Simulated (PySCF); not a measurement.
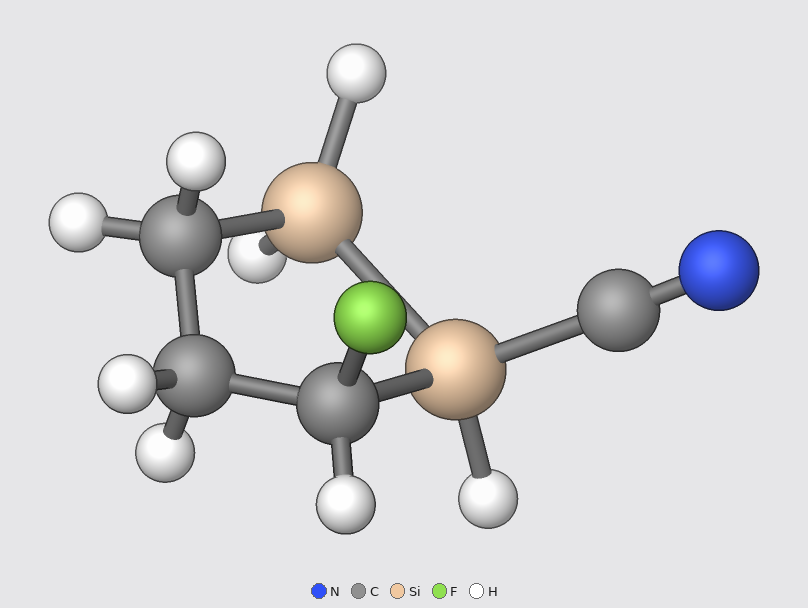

The picture shows a molecular structure as a ball-and-stick model. Every bond is drawn as one stick, whatever its order.

The computed structure is the end point of a GFN2-xTB optimisation. No frequency run is at hand to confirm it as a minimum.

Count the atoms of each element.

Answer. C₄H₈FNSi₂, 16 atoms: 4 carbon, 8 hydrogen, 1 fluorine, 1 nitrogen and 2 silicon.

Count the bonded pairs by element.

Answer. 5 C–H, 3 C–Si, 3 Si–H, 2 C–C, 1 C–N, 1 Si–Si, 1 C–F.

More results for the same structure follow; atom numbers are the same in all pictures, views and colours differ.

Symmetry

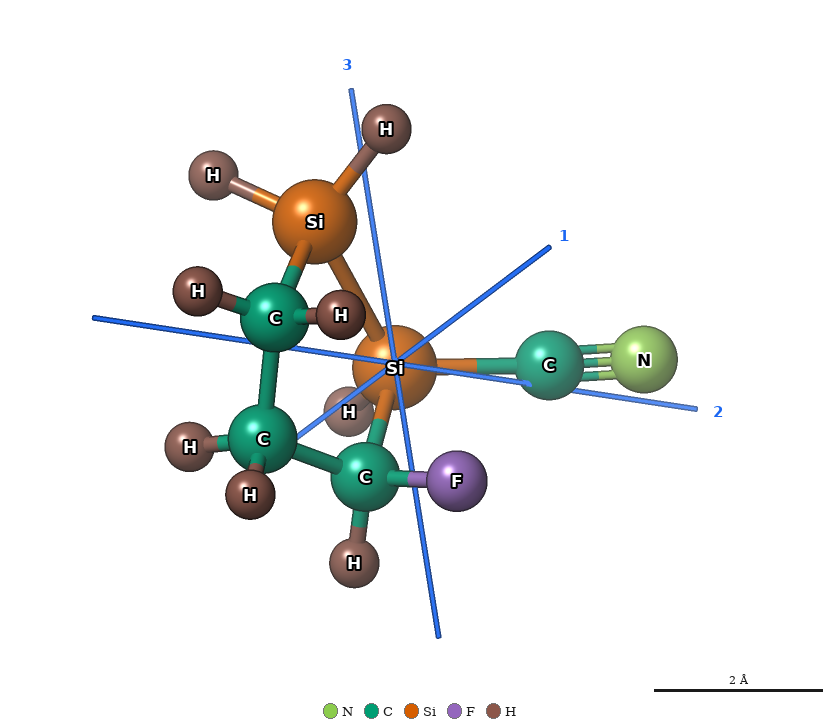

The three principal axes of inertia are drawn and numbered. Depth is shown by fading: the farther an atom, the more it takes the colour of the background. No frequency run is at hand to confirm it as a minimum. Masses are those of the most abundant isotopes; constants are for the rigid equilibrium geometry.

Which line is the a axis (least moment of inertia), which b and which c?

Answer. a is line 2, b is line 3, c is line 1; the moments are 255, 436, 577 u Å².

What kind of rotor is it, and what are its rotational constants in GHz?

Answer. An asymmetric top (C1): A = 1.98, B = 1.16, C = 0.876 GHz. Ray's parameter κ is −0.49, nearer the prolate limit.

Electronic properties

No frequency run is at hand to confirm it as a minimum. Method: PBE0/def2-SVPD, gas phase (PySCF 2.14.0). Excitations: vertical, linear response.

Estimate the mean static polarisability.

Answer. 103.3 bohr³.

Estimate the brightest of the 6 lowest singlets.

Answer. 6.28 eV.

What is the LUMO energy (Kohn–Sham orbital)?

Answer. −0.90 eV.

Estimate the HOMO energy (Kohn–Sham orbital).

Answer. −8.21 eV.

NMR shielding

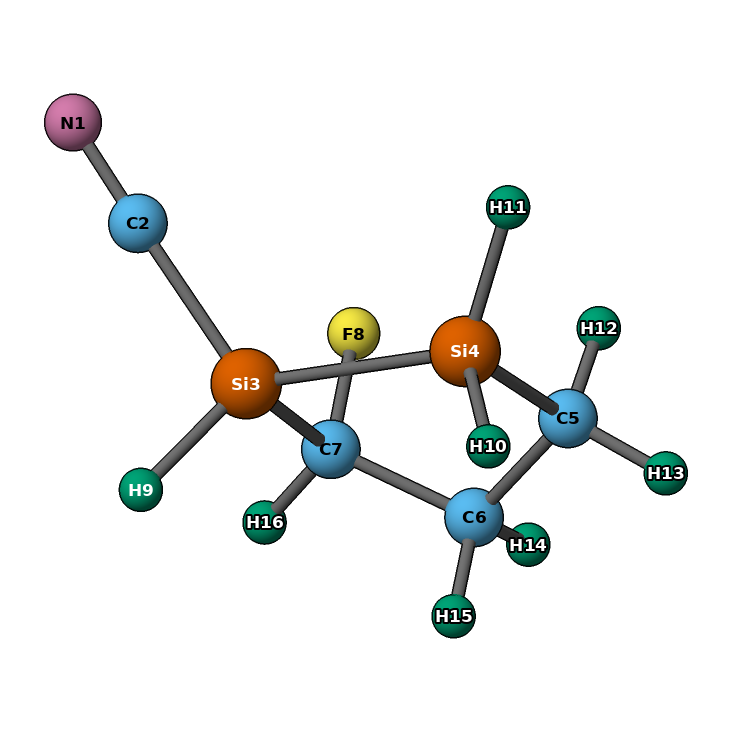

The questions are on isotropic NMR shieldings of the C atoms. No frequency run is at hand to confirm it as a minimum. Properties computed with GIAO PBE0/pcSseg-1 NMR shielding, non-relativistic, gas phase (PySCF 2.14.0).

Which C atom is the most shielded (lowest chemical shift)?

Answer. C5 (176.5 ppm).

Which C atom is the least shielded (highest chemical shift)?

Answer. C2 (65.5 ppm).

How wide is the range of C shifts?

Answer. 111.0 ppm.

List the isotropic NMR shieldings of the C atoms.

| atom | σ (ppm) |
| --- | --- |
| C2 | 65.5 |
| C5 | 176.5 |
| C6 | 150.8 |
| C7 | 93.6 |

Ring current

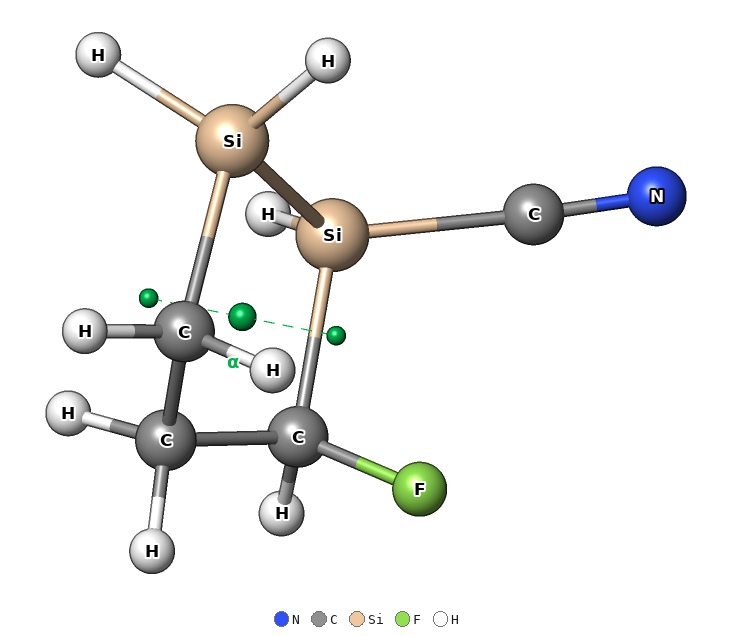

The small points mark where nucleus-independent chemical shifts (NICS) were computed: at the centre of each lettered ring and 1 Å above and below it. No frequency run is at hand to confirm it as a minimum. Method: GIAO PBE0/pcSseg-1 NMR shielding, non-relativistic, gas phase (PySCF 2.14.0).

Give NICS(0), NICS(1) and the out-of-plane component NICS(1)zz for each ring (means of the two sides).

| ring | members | NICS(0) | NICS(1) | NICS(1)zz |
| --- | --- | --- | --- | --- |
| α | C3Si2 | −3.5 | −3.6 | −1.6 |

Values in ppm.

What do the values say about the ring currents?

Answer. Ring α: weak, as in a non-aromatic ring. NICS is one index among several.

Dipole moment

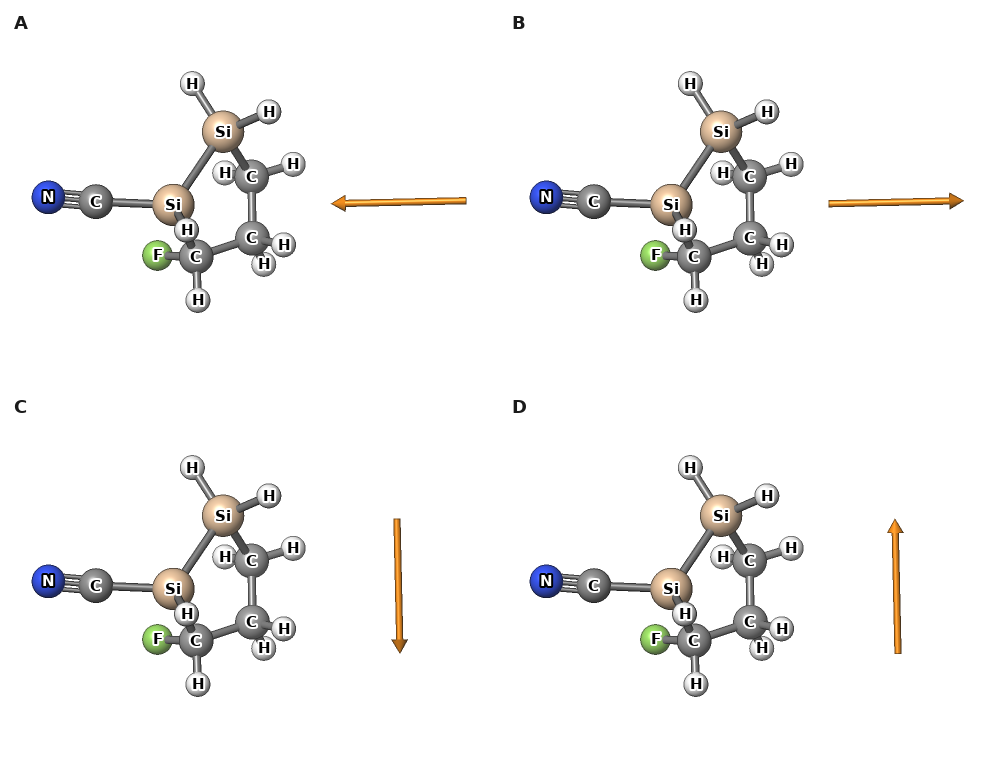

The same molecule four times, each with an arrow. No frequency run is at hand to confirm it as a minimum. Properties computed with PBE0/pcSseg-1, gas phase (PySCF 2.14.0).

Which arrow points along the dipole moment, from the negative to the positive end?

Answer. B. The dipole moment is 5.35 D.

The geometry is semi-empirical. Around Si such bond lengths and angles can be off by a tenth of an ångström or more and by several degrees, and values that hang on the shape move with them.
